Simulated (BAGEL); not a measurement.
**GeH2F2 (difluorogermane): HF/3-21G (density fitting with qzvpp-jkfit)**

What is the energy change on altering one bond length of GeH2F2 (difluorogermane) at HF/3-21G (density fitting with qzvpp-jkfit)? 

The calculation is run with BAGEL 1.2.2.

3 further runs of the same task are left out: 2 that didn't finish, 1 set aside as unsound or not needed. Runs told in other sessions of the task aren't counted.

## 1. The structure to begin with

The species is GeH2F2 (5 atoms), meant as a singlet with charge 0. As SMILES, `[F][GeH2][F]`. The coordinates come from a PBE0-D4/def2-TZVP relaxation.

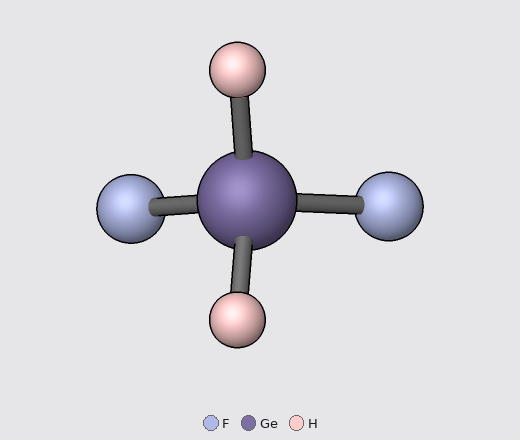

Viewed from a chosen angle; fluorine light blue, germanium purple, hydrogen pink.

## 2. The energy at HF/3-21G (density fitting with qzvpp-jkfit)

The input, input.json:

```json
{ "bagel" : [

{
  "title" : "molecule",
  "basis" : "3-21g",
  "df_basis" : "qzvpp-jkfit",
  "angstrom" : true,
  "geometry" : [
    { "atom" : "F", "xyz" : [   -0.572600,    0.228500,    1.525800 ] },
    { "atom" : "Ge", "xyz" : [    0.103000,   -0.071300,   -0.032200 ] },
    { "atom" : "F", "xyz" : [   -0.974500,    0.694200,   -1.139700 ] },
    { "atom" : "H", "xyz" : [    0.047300,   -1.576200,   -0.286700 ] },
    { "atom" : "H", "xyz" : [    1.446600,    0.651000,   -0.108600 ] }
  ]
},
{ "title" : "hf" },
{ "title" : "print", "file" : "orbitals.molden", "orbitals" : true }

]}
```

Launch:

```console
$ BAGEL_NUM_THREADS=1 BAGEL input.json > input.out
```

Standard output:

```text
* using 1 threads per process

  ===============================================================
  ===============================================================

  *** Geometry ***

  { "atom" : "F", "xyz" : [     -1.082057,      0.431802,      2.883344 ] },
  { "atom" : "Ge", "xyz" : [      0.194642,     -0.134737,     -0.060849 ] },
  { "atom" : "F", "xyz" : [     -1.841538,      1.311848,     -2.153721 ] },
  { "atom" : "H", "xyz" : [      0.089384,     -2.978586,     -0.541784 ] },
  { "atom" : "H", "xyz" : [      2.733678,      1.230212,     -0.205224 ] },

  Number of auxiliary basis functions:      456

  Since a DF basis is specified, we compute 2- and 3-index integrals:
    o Being stored without compression. Storage requirement is 0.007 GB

  Number of basis functions:       44
  Number of electrons      :       52

    * METHOD: MOLECULE                             0.12

  *** RHF ***

  === Nuclear Repulsion ===
   222.0412925925

      * DIIS with orbital gradients will be used.

  === RHF iteration (3-21g) ===
      0      -2264.22016035          0.03188694           0.02
      1      -2264.34081282          0.01930468           0.02
      2      -2264.39139870          0.00114674           0.03
      3      -2264.39194916          0.00023846           0.02
      4      -2264.39197795          0.00004875           0.02
      5      -2264.39197923          0.00000631           0.02
      6      -2264.39197925          0.00000061           0.02
      7      -2264.39197925          0.00000022           0.03
      8      -2264.39197925          0.00000006           0.03
      9      -2264.39197925          0.00000002           0.03
     10      -2264.39197925          0.00000001           0.03
    * SCF iteration converged.

    * Permanent dipole moment:
           (   -1.004526,     0.610416,     0.258181) a.u.

    * METHOD: HF                                   0.36

    * METHOD: PRINT                                0.00

  ===============================================================
```

Wall time 0.62 s (1 thread of Arm Neoverse V2, shared host).

## 3. The distorted shape at the same level

The input, calc.json:

```json
{ "bagel": [

{
  "title": "molecule",
  "basis": "3-21g",
  "df_basis": "qzvpp-jkfit",
  "angstrom": true,
  "geometry": [
    { "atom": "F", "xyz": [   -0.564244,    0.454258,    1.563979 ] },
    { "atom": "Ge", "xyz": [    0.111356,    0.154458,    0.005979 ] },
    { "atom": "F", "xyz": [   -0.966144,    0.919958,   -1.101521 ] },
    { "atom": "H", "xyz": [    0.047300,   -1.576200,   -0.286700 ] },
    { "atom": "H", "xyz": [    1.454956,    0.876758,   -0.070421 ] }
  ]
},
{
  "title": "hf"
},
{
  "title": "print",
  "file": "orbitals.molden",
  "orbitals": true
}

]}
```

Launch:

```console
$ BAGEL_NUM_THREADS=1 BAGEL calc.json > calc.out
```

Standard output:

```text
* using 1 threads per process

  ===============================================================
  ===============================================================

  *** Geometry ***

  { "atom" : "F", "xyz" : [     -1.066267,      0.858423,      2.955492 ] },
  { "atom" : "Ge", "xyz" : [      0.210432,      0.291883,      0.011299 ] },
  { "atom" : "F", "xyz" : [     -1.825748,      1.738469,     -2.081573 ] },
  { "atom" : "H", "xyz" : [      0.089384,     -2.978586,     -0.541784 ] },
  { "atom" : "H", "xyz" : [      2.749468,      1.656832,     -0.133076 ] },

  Number of auxiliary basis functions:      456

  Since a DF basis is specified, we compute 2- and 3-index integrals:
    o Being stored without compression. Storage requirement is 0.007 GB

  Number of basis functions:       44
  Number of electrons      :       52

    * METHOD: MOLECULE                             0.12

  *** RHF ***

  === Nuclear Repulsion ===
   220.3458000653

      * DIIS with orbital gradients will be used.

  === RHF iteration (3-21g) ===
      0      -2264.20555401          0.03186930           0.02
      1      -2264.32512591          0.01946808           0.02
      2      -2264.37650730          0.00118648           0.02
      3      -2264.37711681          0.00025166           0.03
      4      -2264.37714940          0.00005298           0.03
      5      -2264.37715090          0.00000709           0.03
      6      -2264.37715092          0.00000069           0.03
      7      -2264.37715092          0.00000024           0.02
      8      -2264.37715092          0.00000007           0.02
      9      -2264.37715092          0.00000002           0.03
     10      -2264.37715092          0.00000001           0.03
     11      -2264.37715092          0.00000000           0.02
    * SCF iteration converged.

    * Permanent dipole moment:
           (   -1.007253,     0.456578,     0.231714) a.u.

    * METHOD: HF                                   0.38

    * METHOD: PRINT                                0.00

  ===============================================================
```

Wall time 0.64 s (1 thread of Arm Neoverse V2, shared host).

## 4. What came out

At HF/3-21G (density fitting with qzvpp-jkfit):

```
                                                          quantity           value
                                         first shape: total energy  -2264.39198 Eh
                                        first shape: dipole moment          3.06 D
                                          first shape: HOMO energy       -13.59 eV
                                          first shape: LUMO energy         4.10 eV
                                        first shape: HOMO–LUMO gap        17.69 eV
                                     distorted shape: total energy  -2264.37715 Eh
                                    distorted shape: dipole moment          2.87 D
                                      distorted shape: HOMO energy       -13.01 eV
                                      distorted shape: LUMO energy         4.04 eV
                                    distorted shape: HOMO–LUMO gap        17.05 eV
energy change with the Ge2–H4 bond stretched from 1.527 to 1.756 Å        0.403 eV
```

With the Ge2–H4 bond stretched from 1.527 to 1.756 Å the energy rises by 0.40 eV (38.9 kJ/mol). The first shape isn't relaxed at this level, so the change isn't measured from a minimum.
